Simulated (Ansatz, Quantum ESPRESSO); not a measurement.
# SnAs (Fm-3m): phonons and their coupling to the electrons, part 2 of 4

Wanted: the coupling constant λ of SnAs (Fm-3m) at ambient pressure.

Quantum ESPRESSO 7.5; DFT PBEsol, scalar-relativistic, plane waves, GBRV ultrasoft pseudopotentials.

So far. Step 2 (A first look): No gap opens on this mesh, so smearing is kept; the start stands at 1.3 GPa. Step 4 (Ground state): The cell stands at -0.027 GPa, close enough for phonons. The relaxed cell has a = 5.714 Å (conventional setting).

The database entry behind the starting cell differs from later determinations by our own check (an axis about 0.7 % short against later determinations), so it need not match the best structure at ambient conditions.

**7. Linear response on the mesh**

Linear response treats each wavevector in the unit cell, with no supercell; the 4×4×4 mesh fixes the range of the force constants to be had. The change of the potential is kept for the electron-phonon matrix elements.

Contents of ph.in:

```
phonons
&inputph
   prefix = 'x'
   outdir = './tmp'
   fildyn = 'x.dyn'
   tr2_ph = 1.0d-18
   alpha_mix(1) = 0.4
   nmix_ph = 8
   ldisp = .true.
   nq1 = 4
   nq2 = 4
   nq3 = 4
   electron_phonon = 'interpolated'
   fildvscf = 'dvscf'
   el_ph_sigma = 0.005
   el_ph_nsigma = 10
/
```

The run is started by

```console
$ OMP_NUM_THREADS=1 mpirun -n 8 ph.x -nk 8 -in ph.in > ph.out
```

Numbers of over 12 decimals in the logs are rounded to 6 here.

Output:

```text
[banners, grids, parts of the stress and lines that vanish by symmetry left out]
[banner, memory and clock lines left out]
Program PHONON v.7.5

[...]
Exchange-correlation= PBESOL
                           (   1   4  10   8   0   0   0)
[...]
(   8 q-points):
[...]
kinetic-energy cut-off    =      40.0000  Ry
     charge density cut-off    =     240.0000  Ry
     convergence threshold     =      1.0E-18
[...]
Exchange-correlation= PBESOL
                           (   1   4  10   8   0   0   0)
[...]
q = (   0.0000000   0.0000000   0.0000000 )
     49 Sym.Ops. (with q -> -q+G )
     G cutoff =  354.3688  (  19795 G-vectors)     FFT grid: ( 40, 40, 40)
     G cutoff =  236.2459  (  10849 G-vectors)  smooth grid: ( 32, 32, 32)
     number of k points=    72  Marzari-Vanderbilt smearing, width (Ry)=  0.0200
[...]
Mode symmetry, O_h (m-3m)  point group:
[...]
Representation #   1 modes #   1   2   3
[...]
End of self-consistent calculation
     Convergence has been achieved
     Representation #   2 modes #   4   5   6
[...]
End of self-consistent calculation
     Convergence has been achieved
[...]
q = (    0.000000000   0.000000000   0.000000000 )
[...]
freq (    1) =      -0.336746 [THz] =     -11.232653 [cm-1]
     freq (    2) =      -0.336746 [THz] =     -11.232653 [cm-1]
     freq (    3) =      -0.336746 [THz] =     -11.232653 [cm-1]
     freq (    4) =       2.777511 [THz] =      92.647803 [cm-1]
     freq (    5) =       2.777511 [THz] =      92.647803 [cm-1]
     freq (    6) =       2.777511 [THz] =      92.647803 [cm-1]
[...]
Mode symmetry, O_h (m-3m)  point group:
     freq (   1-   3) =        -11.2  [cm-1]   --> T_1u G_15  G_4- I
     freq (   4-   6) =         92.6  [cm-1]   --> T_1u G_15  G_4- I
[...]
lambda(    1)=  0.0000   gamma=    0.00 GHz
     lambda(    2)=  0.0000   gamma=    0.00 GHz
     lambda(    3)=  0.0000   gamma=    0.00 GHz
     lambda(    4)=  0.0000   gamma=    0.00 GHz
     lambda(    5)=  0.0000   gamma=    0.00 GHz
     lambda(    6)=  0.0000   gamma=    0.00 GHz
[...]
Mode symmetry, C_3v (3m)   point group:
[...]
Representation #   1 mode #   1
[...]
End of self-consistent calculation
     Convergence has been achieved
     Representation #   2 mode #   2
[...]
End of self-consistent calculation
     Convergence has been achieved
     Representation #   3 modes #   3   4
[...]
Convergence has been achieved
     Representation #   4 modes #   5   6
[...]
Convergence has been achieved
[...]
q = (    0.176776695   0.176776695  -0.176776695 )
[...]
freq (    1) =       2.043436 [THz] =      68.161701 [cm-1]
     freq (    2) =       2.043436 [THz] =      68.161701 [cm-1]
     freq (    3) =       2.763729 [THz] =      92.188081 [cm-1]
     freq (    4) =       3.656406 [THz] =     121.964571 [cm-1]
     freq (    5) =       3.656406 [THz] =     121.964571 [cm-1]
     freq (    6) =       3.896514 [THz] =     129.973731 [cm-1]
[...]
Mode symmetry, C_3v (3m)   point group:
     freq (   1-   2) =         68.2  [cm-1]   --> E    L_3
     freq (   3-   3) =         92.2  [cm-1]   --> A_1  L_1
     freq (   4-   5) =        122.0  [cm-1]   --> E    L_3
     freq (   6-   6) =        130.0  [cm-1]   --> A_1  L_1
[...]
lambda(    1)=  0.0279   gamma=    0.48 GHz
     lambda(    2)=  0.0278   gamma=    0.48 GHz
     lambda(    3)=  0.0850   gamma=    2.69 GHz
     lambda(    4)=  0.1576   gamma=    8.75 GHz
     lambda(    5)=  0.1563   gamma=    8.67 GHz
     lambda(    6)=  0.3242   gamma=   20.43 GHz
[...]
Mode symmetry, D_3d (-3m)  point group:
[...]
Representation #   1 mode #   1
[...]
Convergence has been achieved
     Representation #   2 modes #   2   3
[...]
Convergence has been achieved
     Representation #   3 mode #   4
[...]
Convergence has been achieved
     Representation #   4 modes #   5   6
[...]
Convergence has been achieved
[...]
q = (   -0.353553391  -0.353553391   0.353553391 )
[...]
freq (    1) =       3.236670 [THz] =     107.963699 [cm-1]
     freq (    2) =       3.236670 [THz] =     107.963699 [cm-1]
[...]
Mode symmetry, D_3d (-3m)  point group:
     freq (   1-   2) =        108.0  [cm-1]   --> E_u  L_3'
     freq (   3-   4) =        135.7  [cm-1]   --> E_g  L_3
     freq (   5-   5) =        148.1  [cm-1]   --> A_1g L_1
     freq (   6-   6) =        154.7  [cm-1]   --> A_2u L_2'
[...]
lambda(    1)=  0.0218   gamma=    0.95 GHz
     lambda(    2)=  0.0210   gamma=    0.91 GHz
[...]
Mode symmetry, C_4v (4mm)  point group:
[...]
Convergence has been achieved
[...]
Convergence has been achieved
[...]
Convergence has been achieved
[...]
Convergence has been achieved
[...]
q = (    0.353553391   0.000000000   0.000000000 )
[...]
Mode symmetry, C_4v (4mm)  point group:
     freq (   1-   2) =         39.5  [cm-1]   --> E    G_5 D_5
     freq (   3-   3) =        115.7  [cm-1]   --> A_1  G_1 D_1
     freq (   4-   5) =        119.9  [cm-1]   --> E    G_5 D_5
     freq (   6-   6) =        149.9  [cm-1]   --> A_1  G_1 D_1
[...]
Mode symmetry, C_s (m)     point group:
[...]
q = (   -0.176776695  -0.530330086   0.530330086 )
[...]
Mode symmetry, C_s (m)     point group:
     freq (   1-   1) =         75.7  [cm-1]   --> A''
     freq (   2-   2) =         81.8  [cm-1]   --> A'
     freq (   3-   3) =        102.3  [cm-1]   --> A'
     freq (   4-   4) =        140.5  [cm-1]   --> A''
     freq (   5-   5) =        141.6  [cm-1]   --> A'
     freq (   6-   6) =        149.5  [cm-1]   --> A'
[...]
Mode symmetry, C_2v (mm2)  point group:
[...]
q = (    0.000000000  -0.353553391   0.353553391 )
[...]
Mode symmetry, C_2v (mm2)  point group:
     freq (   1-   1) =         55.7  [cm-1]   --> B_2  D_4  S_4
     freq (   2-   2) =        103.9  [cm-1]   --> B_1  D_3  S_3
     freq (   3-   3) =        130.9  [cm-1]   --> A_1  D_1  S_1
     freq (   4-   4) =        138.7  [cm-1]   --> B_2  D_4  S_4
     freq (   5-   5) =        141.2  [cm-1]   --> B_1  D_3  S_3
     freq (   6-   6) =        145.2  [cm-1]   --> A_1  D_1  S_1
[...]
Mode symmetry, D_4h(4/mmm) point group:
[...]
Convergence has been achieved
[...]
Convergence has been achieved
[...]
Convergence has been achieved
[...]
Convergence has been achieved
[...]
q = (   -0.707106781   0.000000000   0.000000000 )
[...]
freq (    5) =       3.769475 [THz] =     125.736156 [cm-1]
     freq (    6) =       4.910273 [THz] =     163.789077 [cm-1]
[...]
Mode symmetry, D_4h(4/mmm) point group:
     freq (   1-   2) =         42.2  [cm-1]   --> E_u  X_5' M_5'
     freq (   3-   3) =         61.5  [cm-1]   --> A_2u X_4' M_4'
     freq (   4-   5) =        125.7  [cm-1]   --> E_u  X_5' M_5'
     freq (   6-   6) =        163.8  [cm-1]   --> A_2u X_4' M_4'
[...]
lambda(    5)=  0.1697   gamma=   10.00 GHz
     lambda(    6)=  0.0569   gamma=    5.70 GHz
[...]
Mode symmetry, D_2d (-42m) point group:
[...]
Representation #   1 mode #   1
[...]
Convergence has been achieved
     Representation #   2 mode #   2
[...]
Convergence has been achieved
     Representation #   3 modes #   3   4
[...]
End of self-consistent calculation
     Convergence has been achieved
     Representation #   4 modes #   5   6
[...]
End of self-consistent calculation
     Convergence has been achieved
[...]
q = (   -0.707106781   0.353553391   0.000000000 )
[...]
freq (    1) =       1.743020 [THz] =      58.140877 [cm-1]
     freq (    2) =       1.743020 [THz] =      58.140877 [cm-1]
     freq (    3) =       3.352961 [THz] =     111.842730 [cm-1]
     freq (    4) =       4.072724 [THz] =     135.851438 [cm-1]
     freq (    5) =       4.412522 [THz] =     147.185886 [cm-1]
     freq (    6) =       4.412522 [THz] =     147.185886 [cm-1]
[...]
Mode symmetry, D_2d (-42m) point group:
     freq (   1-   2) =         58.1  [cm-1]   --> E    X_5  W_3
     freq (   3-   3) =        111.8  [cm-1]   --> B_2  X_3  W_2
     freq (   4-   4) =        135.9  [cm-1]   --> A_1  X_1  W_1
     freq (   5-   6) =        147.2  [cm-1]   --> E    X_5  W_3
[...]
lambda(    1)=  0.0382   gamma=    0.48 GHz
     lambda(    2)=  0.0393   gamma=    0.50 GHz
     lambda(    3)=  0.0603   gamma=    2.82 GHz
     lambda(    4)=  0.1116   gamma=    7.68 GHz
     lambda(    5)=  0.1521   gamma=   12.29 GHz
     lambda(    6)=  0.1519   gamma=   12.27 GHz
[...]
5   0.353553391   0.000000000  -0.707106781
          6  -0.353553391   0.000000000   0.707106781


[key lines of the parts left out:]
the Fermi energy is     9.5879 ev
```

Elapsed: 47 min, on 8 MPI ranks of Intel Xeon at 2.70GHz, shared host; 6.2 h of CPU time.

Read from the output:

* largest acoustic frequency at the zone centre before the sum rule: -11.23 cm⁻¹
* highest optical zone-centre mode (no LO-TO term): 92.65 cm⁻¹
* lowest optical zone-centre mode: 92.65 cm⁻¹
* lowest mode on the q mesh (acoustic ones at the zone centre apart): 39.46 cm⁻¹

Frequencies (cm⁻¹) at each irreducible wavevector; negative means imaginary. Frequencies by wavevector:

| q (fractions) | star | mode 1 | mode 2 | mode 3 | mode 4 | mode 5 | mode 6 |
| --- | --- | --- | --- | --- | --- | --- | --- |
| 0 0 0 | 1 | -11.23 | -11.23 | -11.23 | 92.65 | 92.65 | 92.65 |
| 0 0 0.25 | 8 | 68.16 | 68.16 | 92.19 | 122 | 122 | 130 |
| 0 0 -0.5 | 4 | 108 | 108 | 135.7 | 135.7 | 148.1 | 154.7 |
| 0 0.25 0.25 | 6 | 39.46 | 39.46 | 115.7 | 119.9 | 119.9 | 149.9 |
| 0 0.25 -0.5 | 24 | 75.71 | 81.75 | 102.3 | 140.5 | 141.6 | 149.5 |
| 0 0.25 -0.25 | 12 | 55.73 | 103.9 | 130.9 | 138.7 | 141.2 | 145.2 |
| 0 -0.5 -0.5 | 3 | 42.15 | 42.15 | 61.51 | 125.7 | 125.7 | 163.8 |
| 0.25 -0.5 -0.25 | 6 | 58.14 | 58.14 | 111.8 | 135.8 | 147.2 | 147.2 |

Couplings of single modes at a Gaussian broadening of 0.02 Ry, as ph.x prints them; it sets λ to zero for modes under 20 cm⁻¹. Mode couplings, the first 40 of 42 rows:

| q (fractions) | mode | frequency (cm⁻¹) | λ | linewidth γ (GHz) |
| --- | --- | --- | --- | --- |
| 0 0 0.25 | 1 | 68.16 | 0.0279 | 0.48 |
| 0 0 0.25 | 2 | 68.16 | 0.0278 | 0.48 |
| 0 0 0.25 | 3 | 92.19 | 0.085 | 2.69 |
| 0 0 0.25 | 4 | 122 | 0.1576 | 8.75 |
| 0 0 0.25 | 5 | 122 | 0.1563 | 8.67 |
| 0 0 0.25 | 6 | 130 | 0.3242 | 20.43 |
| 0 0 -0.5 | 1 | 108 | 0.0218 | 0.95 |
| 0 0 -0.5 | 2 | 108 | 0.021 | 0.91 |
| 0 0 -0.5 | 3 | 135.7 | 0.0552 | 3.79 |
| 0 0 -0.5 | 4 | 135.7 | 0.0575 | 3.95 |
| 0 0 -0.5 | 5 | 148.1 | 0.0973 | 7.96 |
| 0 0 -0.5 | 6 | 154.7 | 0.0431 | 3.84 |
| 0 0.25 0.25 | 1 | 39.46 | 0.0211 | 0.12 |
| 0 0.25 0.25 | 2 | 39.46 | 0.0211 | 0.12 |
| 0 0.25 0.25 | 3 | 115.7 | 0.0724 | 3.62 |
| 0 0.25 0.25 | 4 | 119.9 | 0.2 | 10.73 |
| 0 0.25 0.25 | 5 | 119.9 | 0.2 | 10.73 |
| 0 0.25 0.25 | 6 | 149.9 | 0.0646 | 5.42 |
| 0 0.25 -0.5 | 1 | 75.71 | 0.0742 | 1.59 |
| 0 0.25 -0.5 | 2 | 81.75 | 0.0816 | 2.03 |
| 0 0.25 -0.5 | 3 | 102.3 | 0.0553 | 2.16 |
| 0 0.25 -0.5 | 4 | 140.5 | 0.0666 | 4.9 |
| 0 0.25 -0.5 | 5 | 141.6 | 0.0965 | 7.21 |
| 0 0.25 -0.5 | 6 | 149.5 | 0.0918 | 7.65 |
| 0 0.25 -0.25 | 1 | 55.73 | 0.0079 | 0.09 |
| 0 0.25 -0.25 | 2 | 103.9 | 0.0403 | 1.62 |
| 0 0.25 -0.25 | 3 | 130.9 | 0.0653 | 4.17 |
| 0 0.25 -0.25 | 4 | 138.7 | 0.1318 | 9.45 |
| 0 0.25 -0.25 | 5 | 141.2 | 0.0433 | 3.22 |
| 0 0.25 -0.25 | 6 | 145.2 | 0.0874 | 6.87 |
| 0 -0.5 -0.5 | 1 | 42.15 | 0.0295 | 0.2 |
| 0 -0.5 -0.5 | 2 | 42.15 | 0.0295 | 0.2 |
| 0 -0.5 -0.5 | 3 | 61.51 | 0.0365 | 0.52 |
| 0 -0.5 -0.5 | 4 | 125.7 | 0.1692 | 9.98 |
| 0 -0.5 -0.5 | 5 | 125.7 | 0.1697 | 10 |
| 0 -0.5 -0.5 | 6 | 163.8 | 0.0569 | 5.7 |
| 0.25 -0.5 -0.25 | 1 | 58.14 | 0.0382 | 0.48 |
| 0.25 -0.5 -0.25 | 2 | 58.14 | 0.0393 | 0.5 |
| 0.25 -0.5 -0.25 | 3 | 111.8 | 0.0603 | 2.82 |
| 0.25 -0.5 -0.25 | 4 | 135.8 | 0.1116 | 7.68 |

Optical modes; normalised displacements of the dynamical-matrix file. The modes at Γ (shares of kinetic energy by element, %):

| mode | frequency (cm⁻¹) | symmetry | Sn % | As % |
| --- | --- | --- | --- | --- |
| 1 | 92.6 | T1u | 40 | 60 |
| 2 | 92.6 | T1u | 40 | 60 |
| 3 | 92.6 | T1u | 40 | 60 |

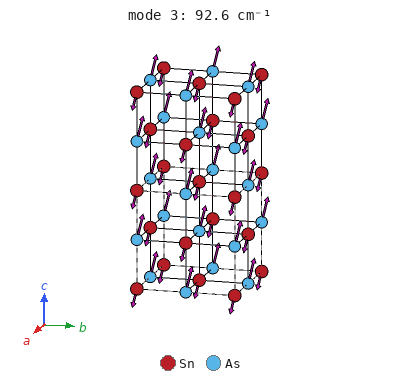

Displacement patterns of mode 3 at Γ; arrows are exaggerated. 1×1×2 conventional cells are drawn. Some periodic images of atoms are drawn too.

The acoustic modes at Γ come out as far as 11.2 cm⁻¹ from zero, where they should vanish, a sizeable error of basis and grid or of the response kernel of this functional.

**8. Force constants in real space**

The dynamical matrices of the mesh are Fourier-transformed to force constants in real space.

Contents of q2r.in:

```
&input
   fildyn = 'x.dyn'
   zasr = 'crystal'
   flfrc = 'x.fc'
   la2F = .true.
/
```

The run is started by

```console
$ q2r.x < q2r.in > q2r.out
```

Output:

```text
[banners, grids, parts of the stress and lines that vanish by symmetry left out]
[banner, memory and clock lines left out]
Program Q2R v.7.5

  reading grid info from file x.dyn0

  reading force constants from file x.dyn1
  Dielectric Tensor not found
  nqs=            1
 q=   0.00000000  0.00000000  0.00000000
  reading force constants from file x.dyn2
  nqs=            8
 q=   0.17677670  0.17677670 -0.17677670
[...]
reading force constants from file x.dyn7
  nqs=            3
[...]
reading force constants from file x.dyn8
  nqs=            6
[...]
q=   0.35355339 -0.00000000 -0.70710678
 q=  -0.35355339 -0.00000000  0.70710678

      q-space grid ok, #points =   64

      fft-check success (sum of imaginary terms < 10^-12)

   Preparing gamma for a2F

 Broadening =      0.005
      q-space grid ok, #points =   64

      fft-check success (sum of imaginary terms < 10^-12)

 Broadening =      0.010
[...]
Broadening =      0.045
      q-space grid ok, #points =   64

      fft-check success (sum of imaginary terms < 10^-12)

 Broadening =      0.050
      q-space grid ok, #points =   64

      fft-check success (sum of imaginary terms < 10^-12)
```

Wall time 0.81 s (1 thread).

**9. Interpolated phonon bands**

From the force constants any wavevector is cheap; points of the mesh come back as solved, but for the sum rule and, in polar crystals, the LO-TO term at Γ; the rest is interpolation.

Contents of matdyn.in:

```
&input
   asr = 'crystal'
   flfrc = 'x.fc'
   flfrq = 'x.freq'
   flvec = 'x.modes'
   q_in_band_form = .true.
   q_in_cryst_coord = .true.
/
8
  0.0000000   0.0000000   0.0000000  12  ! GAMMA
  0.5000000  -0.0000000   0.5000000  12  ! X
  0.6250000   0.2500000   0.6250000   1  ! U
  0.3750000   0.3750000   0.7500000  12  ! K
  0.0000000   0.0000000   0.0000000  12  ! GAMMA
  0.5000000   0.5000000   0.5000000  12  ! L
  0.5000000   0.2500000   0.7500000  12  ! W
  0.5000000  -0.0000000   0.5000000   1  ! X
```

The run is started by

```console
$ matdyn.x -in matdyn.in > matdyn.out
```

Output:

```text
[banner, memory and clock lines left out]
Program MATDYN v.7.5

 mass for atomic type   1 not given; uses mass from file x.fc
 mass for atomic type   2 not given; uses mass from file x.fc
 Norm of the difference between old and new effective charges:    0.000000

 Norm of the difference between old and new force-constants:   0.000310569

     Message from routine matdyn:
     Z* not found in file x.fc, TO-LO splitting at q=0 will be absent!
     Message from routine matdyn:
     Z* not found in file x.fc, TO-LO splitting at q=0 will be absent!

Note: The following floating-point exceptions are signalling: IEEE_UNDERFLOW_FLAG
```

Run time: 0.68 s. Hardware: 1 thread.

Read from the output:

```yaml
lowest_frequency_on_the_path: 0 cm⁻¹
mean_frequency: 111.1 cm⁻¹
debye_temperature_second_moment: 216 K
logarithmic_mean_frequency: 104.4 cm⁻¹
```

Matdyn.x, sum rule crystal. The phonon branches at the labelled points (cm⁻¹):

| point | branch 1 | branch 2 | branch 3 | branch 4 | branch 5 | branch 6 |
| --- | --- | --- | --- | --- | --- | --- |
| Γ | 0 | 0 | 0 | 93 | 93 | 93 |
| X | 42 | 42 | 62 | 126 | 126 | 164 |
| U | 54 | 77 | 94 | 139 | 140 | 151 |
| jump to K | 54 | 77 | 94 | 139 | 140 | 151 |
| Γ | 0 | 0 | 0 | 93 | 93 | 93 |
| L | 108 | 108 | 136 | 136 | 148 | 155 |
| W | 58 | 58 | 112 | 136 | 147 | 147 |
| X | 42 | 42 | 62 | 126 | 126 | 164 |

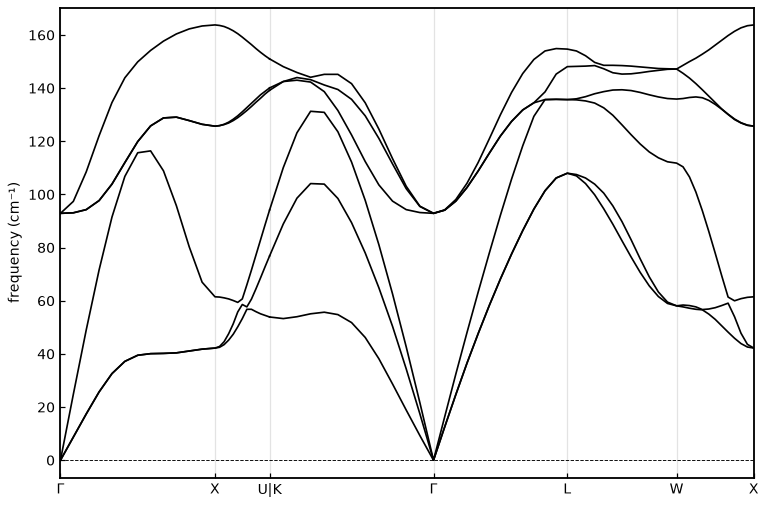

Phonon branches along the path.

Lowest modes at the softest wavevector of the mesh; phase exp(i q.(R + tau)). The modes at q = (0.000, 0.250, 0.250) (shares of kinetic energy by element, %):

| mode | frequency (cm⁻¹) | Sn % | As % |
| --- | --- | --- | --- |
| 1 | 39.5 | 74 | 26 |
| 2 | 39.5 | 74 | 26 |
| 3 | 115.7 | 97 | 3 |
| 4 | 119.9 | 26 | 74 |
| 5 | 119.9 | 26 | 74 |
| 6 | 149.9 | 3 | 97 |

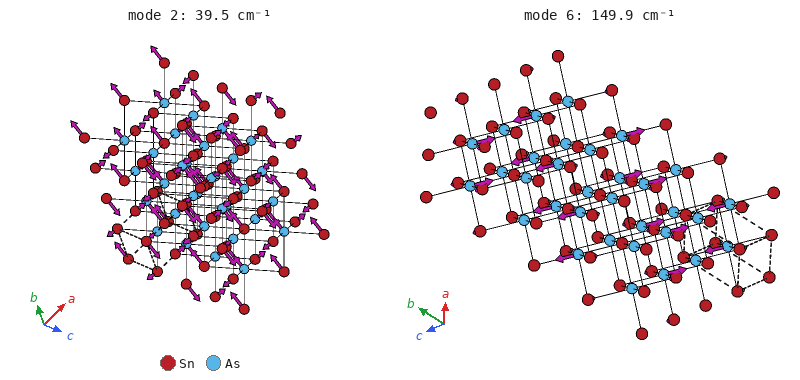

Displacement patterns of modes 2 and 6 at q = (0.000, 0.250, 0.250); arrows are exaggerated. Bonds to atoms that aren't drawn are left out. 2×4×4 cells are drawn. The axes are those of the cell as run, not the conventional ones. Some periodic images of atoms are drawn too.

Force constants by pair (phonopy on the run's constants); pairs near half the supercell's span include their periodic images. Pair force constants, by row:

| atom | neighbour | distance (Å) | third of the trace (eV/Å²) | along the pair's line (eV/Å²) |
| --- | --- | --- | --- | --- |
| Sn1 | itself | 0 | 4.495 | – |
| Sn1 | As | 2.857 | -0.3782 | -1.2 |
| Sn1 | Sn | 4.04 | -0.0622 | -0.488 |
| Sn1 | As | 4.948 | 0.0045 | 0.0122 |
| Sn1 | Sn | 5.714 | -0.3663 | -0.9057 |
| Sn1 | As | 6.388 | 0.0373 | 0.0604 |
| Sn1 | Sn | 6.998 | -0.0037 | -0.008 |
| As2 | itself | 0 | 4.613 | – |
| As2 | Sn | 2.857 | -0.3782 | -1.2 |
| As2 | As | 4.04 | -0.1743 | -0.3089 |
| As2 | Sn | 4.948 | 0.0045 | 0.0122 |
| As2 | As | 5.714 | -0.1539 | -0.3888 |
| As2 | Sn | 6.388 | 0.0373 | 0.0604 |
| As2 | As | 6.998 | -0.0167 | -0.0123 |

Harmonic mean-square displacement, third of the trace. Mean-square displacements:

| T (K) | Sn1 U_eq (Å²) | As2 U_eq (Å²) |
| --- | --- | --- |
| 0 | 0.0017 | 0.00198 |
| 100 | 0.00373 | 0.00352 |
| 300 | 0.01031 | 0.0092 |
| 600 | 0.02046 | 0.01814 |

Mode patterns, pair constants, displacements and means over the zone were worked out by phonopy from the force constants of q2r.x.

All branches are real along the path.

[end of part 2 of 4]

[Host names and launcher messages were left out of these logs when they were recorded.]

[Logs are printed without paths, hosts, clocks, repeated set-up lines and the standing remarks that a program may print on its own settings, such as how far it seeks lower states.]

[Hosts, paths, dates, database ids (printed as entryN), source tags and the programs' standing remarks are cut or masked in the printed files.]
